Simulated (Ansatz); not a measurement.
## Electronic structure of C₂H₃BF (doublet) in real space

The calculation's input:

```
crystal:
  periodic: [false, false, false]
  atoms:
    - { symbol: B, position_ang: [-0.2566, -1.89065, 0.59252] }
    - { symbol: C, position_ang: [-0.52102, -0.6573, -0.00285] }
    - { symbol: C, position_ang: [0.44113, 0.50475, 0.0201] }
    - { symbol: F, position_ang: [-1.67883, -0.33705, -0.67238] }
    - { symbol: H, position_ang: [0.6738, 0.8039, -1.00133] }
    - { symbol: H, position_ang: [-0.01648, 1.3499, 0.53265] }
    - { symbol: H, position_ang: [0.4572, -2.59585, 1.19425] }
magnetization:
  spin_polarized: true
  initial_magnetization: 1
basis:
  gaussian: { orbitals: "6-31G*" }
hamiltonian:
  xc: pbe
  dispersion: d4
relax:
  f_tol: 0.02
  max_steps: 50
output:
  orbitals: {}
```

Launched as:

```sh
ansatz run input.yaml --threads 2 --pin off --max-ram 3072MiB --backend cpu --events-out ev --progress --plain --runs-dir out
```

The fields are those of the relaxed geometry.

All numbers below come from Ansatz, UKS PBE-D4/6-31G*.

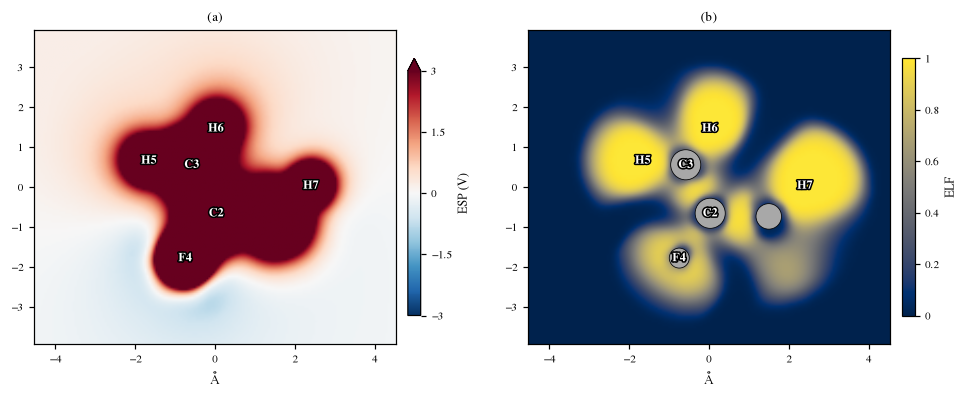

Figure 1. (a) electrostatic potential; (b) ELF on the plane of atoms C3, C2 and F4. Grey discs cover the atomic cores in the ELF map.

Q: Interpret the plot.

A: The plane passes through C, F and H nuclei. C–C (1.36 Å): the ELF peaks at about 0.95 between the atoms, as expected for localised, covalent bonding. C–F (1.36 Å): the ELF peaks at about 0.80 between the atoms, as expected for a shared but strongly polarised pair. C–H (1.09 Å): the ELF climbs to about 1 towards the hydrogen, as it does in any bond to H (an ordinary covalent bond to hydrogen). The ELF also peaks beside F4, away from the bonds: non-bonding electrons, paired or unpaired. Outside the dense part of the molecule the potential is most negative (−0.8 V) near F4.

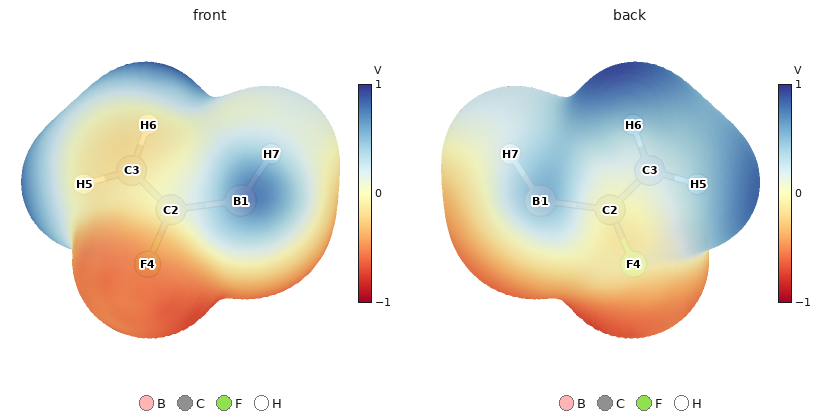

Figure 2. The molecular electrostatic potential painted on the density surface at 0.001 e/bohr³, seen from the front and from behind; the colour scale runs from red (negative) to blue (positive).

Q: Describe the electrostatic potential map.

A: The most negative region (about −0.7 V) lies over F4, the most positive (about +0.9 V) over H6.

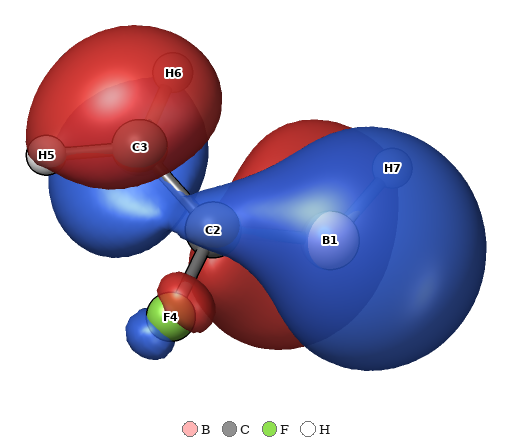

Figure 3. One frontier orbital at ±0.08 Å⁻³ᐟ² (red and blue are the two phases), seen at an oblique angle.

Q: Which orbital is it: HOMO (α) or LUMO (α)?

A: The LUMO (α), at −3.04 eV. By Hirshfeld shares it lies mainly on B1 (about 55 %), C3 (about 25 %) and C2 (about 10 %).
